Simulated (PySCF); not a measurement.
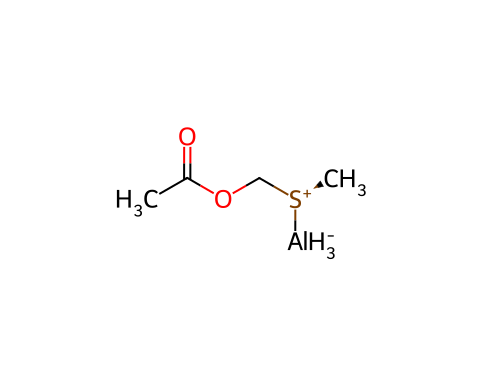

Skeletal drawing of a molecule.

Transcribe the drawing into SMILES.

Answer. CC(=O)OC[S@@+](C)[AlH3-]

What is the molecular formula?

Answer. C4H11AlO2S.

An optimisation with PBE0-D3(BJ)/def2-SVP gave a structure of which point group?

Answer. C1.

The parts below concern this one geometry. Atoms keep their numbers from picture to picture. The computed structure is the end point of a PBE0-D3(BJ)/def2-SVP optimisation. No frequency run is at hand to confirm it as a minimum.

## Geometry

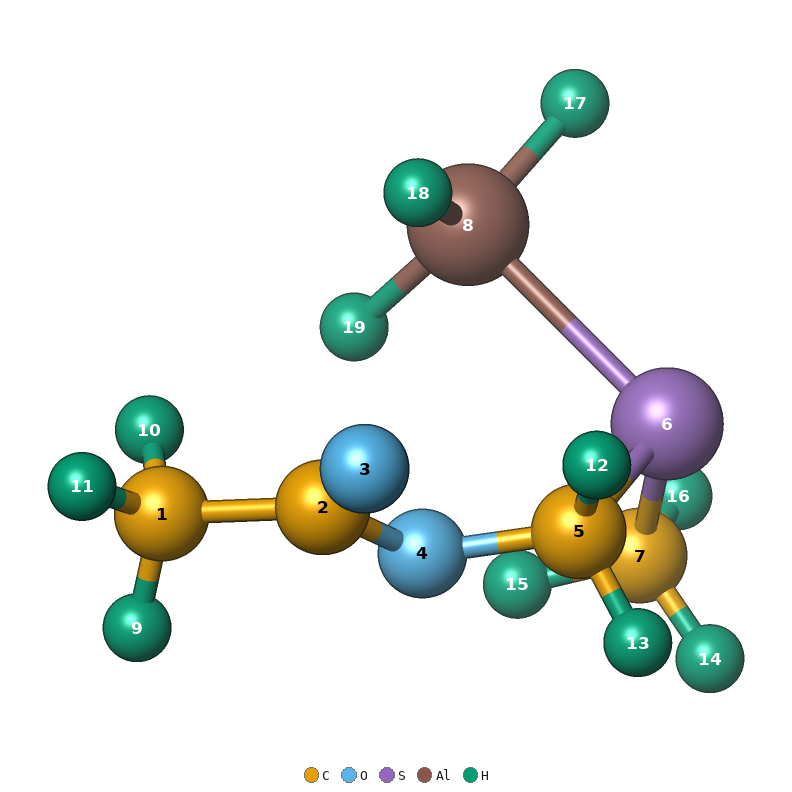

No frequency run is at hand to confirm it as a minimum.

Give the bond lengths. Leave out bonds to hydrogen.

```tsv
bond	length (Å)
C1–C2	1.492
C2–O3	1.196
C2–O4	1.368
O4–C5	1.396
C5–S6	1.812
S6–C7	1.806
S6–Al8	2.502
```

## NMR shielding

The questions are on isotropic NMR shieldings of the C atoms. No frequency run is at hand to confirm it as a minimum. Method: GIAO PBE0/pcSseg-1 NMR shielding, non-relativistic, IEF-PCM benzene (PySCF 2.14.0).

Which C atom is the most shielded (lowest chemical shift)?

Answer. C1 (163.3 ppm).

Which C atom is the least shielded (highest chemical shift)?

Answer. C2 (9.3 ppm).

How wide is the range of C shifts?

Answer. 154.0 ppm.

Give the isotropic NMR shieldings of the C atoms atom by atom.

```json
{"atom": "C1", "σ (ppm)": "163.3"}
{"atom": "C2", "σ (ppm)": "9.3"}
{"atom": "C5", "σ (ppm)": "118.2"}
{"atom": "C7", "σ (ppm)": "162.8"}
```

## Charges

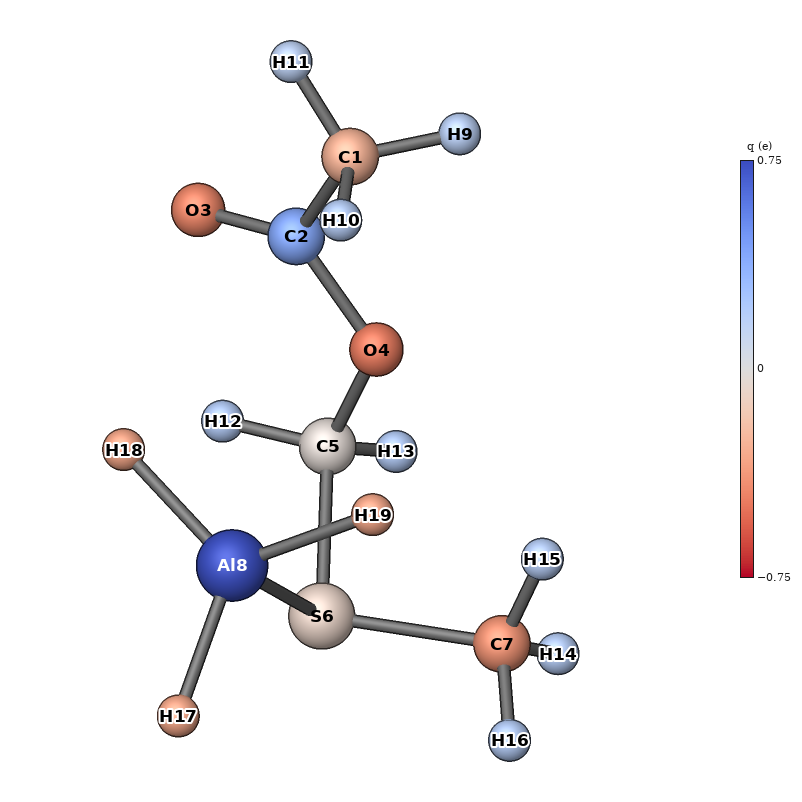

Atoms are coloured by their Mulliken charges. No frequency run is at hand to confirm it as a minimum. Method: PBE0/pcSseg-1 in acetone (IEF-PCM) (PySCF 2.14.0).

Which atom carries the highest charge (most positive or least negative)?

Answer. Al8 (0.73 e).

And the lowest?

Answer. O4 (−0.47 e).

List the Mulliken charges.

```csv
atom,value (e)
C1,−0.26
C2,0.40
O3,−0.43
O4,−0.47
C5,−0.03
S6,−0.08
C7,−0.38
Al8,0.73
H9,0.17
H10,0.18
H11,0.15
H12,0.19
H13,0.20
H14,0.19
H15,0.18
H16,0.19
H17,−0.31
H18,−0.31
H19,−0.31
```

## Electronic properties

No frequency run is at hand to confirm it as a minimum. Level of theory: CAM-B3LYP/def2-SVPD in acetone (IEF-PCM) (PySCF 2.14.0). Excitations: vertical, linear response.

Give the LUMO energy (Kohn–Sham orbital) at this level.

Answer. 0.83 eV.

Give the brightest of the 6 lowest singlets at this level.

Answer. 7.48 eV.

What is the HOMO energy (Kohn–Sham orbital)?

Answer. −9.35 eV.

Give the lowest vertical singlet excitation at this level.

Answer. 6.11 eV.

Mulliken values depend strongly on the basis set and can even reverse the polarity of a bond.
